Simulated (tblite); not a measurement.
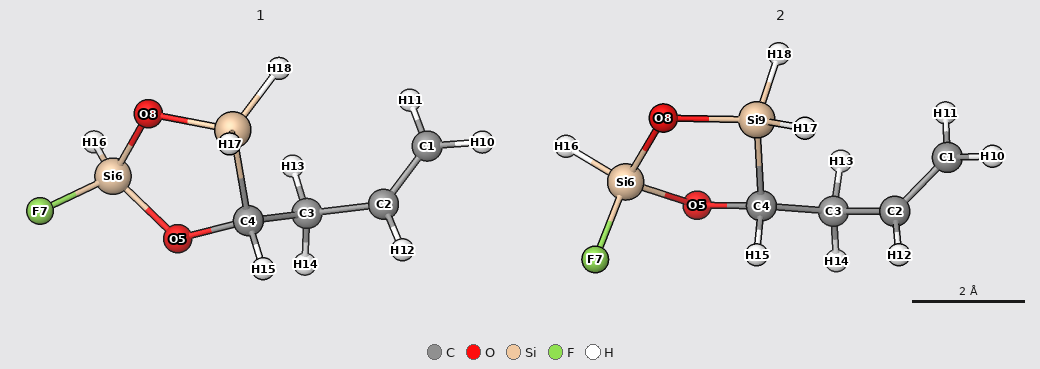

Two geometries of C4H9FO2Si2, drawn at one scale. One is the start of a relaxation, the other its converged end. The picture is a ball-and-stick view, seen at a tilt.

These are results of GFN2-xTB geometry optimisation, gas phase in tblite 0.8.0, not measurements. 

Which one is relaxed?

Structure 1 is the relaxed one. The atom that moves furthest after the best rigid fit is H17 (1.28 Å). Largest moves by element: H 1.28 Å, F 1.17 Å, O 0.94 Å, C 0.59 Å, Si 0.54 Å. Among the contacts that change: O5–Si6 1.732 → 1.610 Å, Si6–F7 1.704 → 1.596 Å, Si6–O8 1.732 → 1.634 Å, C4–Si9 1.848 → 1.934 Å. Among the angles between lasting bonds that change: C4–O5–Si6 104.4° → 118.0°, Si6–O8–Si9 102.9° → 116.3°, O5–Si6–H16 107.9° → 116.3°. Groups turn about C4–O5 by about 60°, C4–Si9 by about 50°, O5–Si6 by about 45°. After 121 geometry steps the energy has fallen by 28.1 kcal/mol.
